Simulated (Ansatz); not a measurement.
# One shape, several levels: C2F6O (SMILES FC(F)(F)OC(F)(F)F)

Wanted: a comparison of 6 runs (HF/STO-3G, HF/3-21G, HF/cc-pVDZ, HF/def2-SVP, PBE0/def2-SVP, B3LYP/6-31G*) of C2F6O. 

The calculation is run with Ansatz 0.2.0.

4 further runs of the same task are left out: 1 for a known fault of the program, 1 that didn't finish, 2 set aside as unsound or not needed. Runs told in other sessions of the task aren't counted.

### 1 Starting point

The species is C2F6O (9 atoms), meant as a singlet with charge 0. As SMILES, `FC(F)(F)OC(F)(F)F`. The coordinates come from a PBE0-D4/def2-TZVP relaxation.

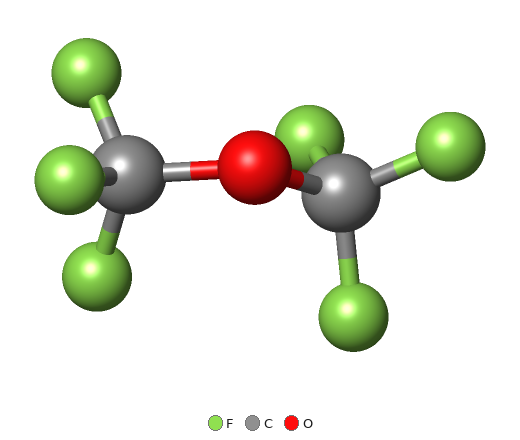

The structure, seen from a chosen angle (fluorine green, carbon grey, oxygen red).

### 2 Energy and forces at HF/STO-3G (run 1)

Input file input.yaml:

```yaml
crystal:
  periodic: [false, false, false]
  atoms:
    - symbol: F
      position_ang: [2.076690, -0.384510, -0.999750]
    - symbol: C
      position_ang: [0.777760, -0.429490, -0.791080]
    - symbol: F
      position_ang: [0.159870, 0.303300, -1.706270]
    - symbol: F
      position_ang: [0.367380, -1.682330, -0.915040]
    - symbol: O
      position_ang: [0.570650, 0.041580, 0.479900]
    - symbol: C
      position_ang: [-0.682950, 0.436400, 0.870810]
    - symbol: F
      position_ang: [-0.666110, 0.487120, 2.186080]
    - symbol: F
      position_ang: [-0.980110, 1.637760, 0.399820]
    - symbol: F
      position_ang: [-1.623170, -0.409820, 0.475530]
basis:
  gaussian:
    orbitals: STO-3G
total_charge: 0
hamiltonian:
  xc: hf
accuracy: high
output: {forces: true, orbitals: {seedname: orbitals}}
```

Run with:

```sh
$ ansatz run input.yaml --threads 1 --pin off --max-ram 3480MiB --events-out events.jsonl --progress --plain --runs-dir runs
```

Output:

```text
Warning: RAYON_NUM_THREADS=1 ignored (pool sized by the plan → 1); use --threads N
Functional definition: HF
  name "HF"
  exchange = exact_x
  correlation = 0
1030 factors; integrals over basis functions are off by at most 5.2e-8 eV
mean field evaluation 1: about -20041.4239 eV, gradient 5.8e1 eV
mean field evaluation 2: about -20041.8304 eV, gradient 5.8e1 eV
mean field evaluation 4: about -20052.4969 eV, gradient 2.7e0 eV
mean field evaluation 8: about -20052.5437 eV, gradient 1.8e-5 eV
mean field -20052.54367542 eV, -736.9173879695 hartree, gradient 1.8e-8 eV, S^2 0.000000; 0 other end points of the search recorded, 0 dependent functions left out
the calculation of the forces begins
reference -20052.54367542 eV, -736.9173879695 hartree; 37, 37 occupied and 8, 8 virtual orbitals, 1030 factors
Total energy: -20052.54367542 eV, -736.9173879695 hartree
Atom 0 at     2.076690    -0.384510    -0.999750 Å, force     3.453849     0.165815    -0.506780 eV/Å
Atom 1 at     0.777760    -0.429490    -0.791080 Å, force    -0.514458    -0.030846    -0.106567 eV/Å
Atom 2 at     0.159870     0.303300    -1.706270 Å, force    -1.551818     1.837140    -2.010408 eV/Å
Atom 3 at     0.367380    -1.682330    -0.915040 Å, force    -1.081788    -2.985749    -0.167154 eV/Å
Atom 4 at     0.570650     0.041580     0.479900 Å, force     2.469840     0.180063     2.077511 eV/Å
Atom 5 at    -0.682950     0.436400     0.870810 Å, force    -0.193623    -0.020531    -0.489043 eV/Å
Atom 6 at    -0.666110     0.487120     2.186080 Å, force     0.095992     0.092432     3.492007 eV/Å
Atom 7 at    -0.980110     1.637760     0.399820 Å, force    -0.599485     2.863033    -1.246494 eV/Å
Atom 8 at    -1.623170    -0.409820     0.475530 Å, force    -2.078509    -2.101357    -1.043072 eV/Å
Dipole moment:    -0.047396    -0.003456    -0.039859 e Å
```

Run time: 1.8 s. Hardware: 1 thread of Arm Neoverse V2, shared host; peak memory 0.12 GiB.

### 3 Energy and forces at HF/3-21G (run 2)

Input file molecule.yaml:

```yaml
crystal:
  periodic: [false, false, false]
  atoms:
    - symbol: F
      position_ang: [2.076690, -0.384510, -0.999750]
    - symbol: C
      position_ang: [0.777760, -0.429490, -0.791080]
    - symbol: F
      position_ang: [0.159870, 0.303300, -1.706270]
    - symbol: F
      position_ang: [0.367380, -1.682330, -0.915040]
    - symbol: O
      position_ang: [0.570650, 0.041580, 0.479900]
    - symbol: C
      position_ang: [-0.682950, 0.436400, 0.870810]
    - symbol: F
      position_ang: [-0.666110, 0.487120, 2.186080]
    - symbol: F
      position_ang: [-0.980110, 1.637760, 0.399820]
    - symbol: F
      position_ang: [-1.623170, -0.409820, 0.475530]
basis:
  gaussian: {orbitals: 3-21G.json}
hamiltonian: {xc: hf}
accuracy: high
output: {forces: true, orbitals: {seedname: orbitals}}
```

The basis set 3-21G is read from a file made from the Basis Set Exchange's data (not shown).

Run with:

```sh
$ ansatz run molecule.yaml --threads 1 --pin off --max-ram 3480MiB --events-out events.jsonl --progress --plain --runs-dir runs
```

Output, cut to the lines that bear on the results:

```text
Warning: RAYON_NUM_THREADS=1 ignored (pool sized by the plan → 1); use --threads N
Functional definition: HF
  name "HF"
[...]
1833 factors; integrals over basis functions are off by at most 1.8e-8 eV
[...]
mean field -20224.16294848 eV, -743.2242799266 hartree, gradient 7.0e-8 eV, S^2 0.000000; 0 other end points of the search recorded, 0 dependent functions left out
[...]
reference -20224.16294848 eV, -743.2242799266 hartree; 37, 37 occupied and 44, 44 virtual orbitals, 1833 factors
Total energy: -20224.16294848 eV, -743.2242799266 hartree
Atom 0 at     2.076690    -0.384510    -0.999750 Å, force     0.512907     0.031234    -0.182633 eV/Å
Atom 1 at     0.777760    -0.429490    -0.791080 Å, force     0.935696    -0.263903     0.221205 eV/Å
Atom 2 at     0.159870     0.303300    -1.706270 Å, force    -0.446194     0.389143    -0.154798 eV/Å
Atom 3 at     0.367380    -1.682330    -0.915040 Å, force    -0.286237    -0.434367     0.017585 eV/Å
Atom 4 at     0.570650     0.041580     0.479900 Å, force    -0.716137    -0.052104    -0.601889 eV/Å
Atom 5 at    -0.682950     0.436400     0.870810 Å, force     0.351797     0.357841     0.861484 eV/Å
Atom 6 at    -0.666110     0.487120     2.186080 Å, force    -0.090568    -0.000479     0.537583 eV/Å
Atom 7 at    -0.980110     1.637760     0.399820 Å, force    -0.067590     0.408314    -0.315052 eV/Å
Atom 8 at    -1.623170    -0.409820     0.475530 Å, force    -0.193675    -0.435679    -0.383483 eV/Å
Dipole moment:    -0.033938    -0.002476    -0.028540 e Å
```

Run time: 2.6 s. Hardware: 1 thread of Arm Neoverse V2, shared host; peak memory 0.25 GiB.

Runs 3 to 5 aren't shown in full; the table further down has their settings and results.

### 4 Energy and forces at B3LYP/6-31G(d) (Cartesian functions) (run 6)

input.yaml: that of step 2 with these lines changed.

```diff
@@ -22,7 +22,5 @@
 basis:
-  gaussian:
-    orbitals: STO-3G
+  gaussian: {orbitals: "6-31G*"}
 total_charge: 0
-hamiltonian:
-  xc: hf
+hamiltonian: {xc: {name: B3LYP}}
 accuracy: high
```

Run with:

```sh
$ ansatz run input.yaml --threads 1 --pin off --max-ram 3480MiB --events-out events.jsonl --progress --plain --runs-dir runs
```

Output, cut to the lines that bear on the results:

```text
Warning: RAYON_NUM_THREADS=1 ignored (pool sized by the plan → 1); use --threads N
Functional definition: B3LYP
  name "B3LYP"
[...]
2966 factors; integrals over basis functions are off by at most 5.3e-9 eV
[...]
mean field -20421.79846612 eV, -750.4872512377 hartree, gradient 5.1e-8 eV, S^2 0.000000; 0 other end points of the search recorded, 0 dependent functions left out
[...]
reference -20421.79849074 eV, -750.4872521425 hartree; 37, 37 occupied and 98, 98 virtual orbitals, 2966 factors
Total energy: -20421.79849074 eV, -750.4872521425 hartree
Atom 0 at     2.076690    -0.384510    -0.999750 Å, force     0.683858     0.036447    -0.105343 eV/Å
Atom 1 at     0.777760    -0.429490    -0.791080 Å, force     0.024522     0.009586     0.136777 eV/Å
Atom 2 at     0.159870     0.303300    -1.706270 Å, force    -0.343108     0.417121    -0.441948 eV/Å
Atom 3 at     0.367380    -1.682330    -0.915040 Å, force    -0.248434    -0.631710    -0.033047 eV/Å
Atom 4 at     0.570650     0.041580     0.479900 Å, force     0.313290     0.022885     0.263797 eV/Å
Atom 5 at    -0.682950     0.436400     0.870810 Å, force     0.139194     0.002423     0.000866 eV/Å
Atom 6 at    -0.666110     0.487120     2.186080 Å, force     0.014460     0.014404     0.692414 eV/Å
Atom 7 at    -0.980110     1.637760     0.399820 Å, force    -0.127750     0.604075    -0.283254 eV/Å
Atom 8 at    -1.623170    -0.409820     0.475530 Å, force    -0.456032    -0.475230    -0.230261 eV/Å
Dipole moment:    -0.016028    -0.001172    -0.013478 e Å
```

It took 22 s on 1 thread of Arm Neoverse V2, shared host; peak memory 0.63 GiB.

### 5 Overview of the runs

| run | level | Cartesian functions | energy (Eh) | dipole moment (D) | HOMO energy (eV) | LUMO energy (eV) | wall time |
| --- | --- | --- | --- | --- | --- | --- | --- |
| 1 | HF/STO-3G | no | -736.917388 | 0.30 | -12.25 | 13.99 | 1.8 s |
| 2 | HF/3-21G | no | -743.224280 | 0.21 | -16.79 | 9.17 | 2.6 s |
| 3 | HF/cc-pVDZ | no | -747.300764 | 0.02 | -16.50 | 9.18 | 10 s |
| 4 | HF/def2-SVP | no | -746.664690 | 0.04 | -16.81 | 9.09 | 9.3 s |
| 5 | PBE0/def2-SVP | no | -749.227295 | 0.08 | -11.30 | 3.88 | 17 s |
| 6 | B3LYP/6-31G* (Cartesian functions) | yes | -750.487252 | 0.10 | -10.50 | 3.75 | 22 s |

### 6 Outcome

| quantity | value |
| --- | --- |
| run 6: total energy | -750.48725 Eh |
| run 6: dipole moment | 0.10 D |
| run 6: HOMO energy | -10.50 eV |
| run 6: LUMO energy | 3.75 eV |
| run 6: HOMO–LUMO gap | 14.25 eV |
| run 6: largest force on an atom | 0.698 eV/Å |

The dipole moment (its size) runs from 0.02 D (HF/cc-pVDZ) to 0.30 D (HF/STO-3G). The two dipoles point in opposite directions. The HOMO–LUMO gap runs from 14.25 eV (B3LYP/6-31G*) to 26.23 eV (HF/STO-3G). The two ends differ in method and basis. Totals of different functionals can't be ranked against each other. In run 1 the basis is minimal, so the values are rough. All runs together took 63 s, the longest 22 s.
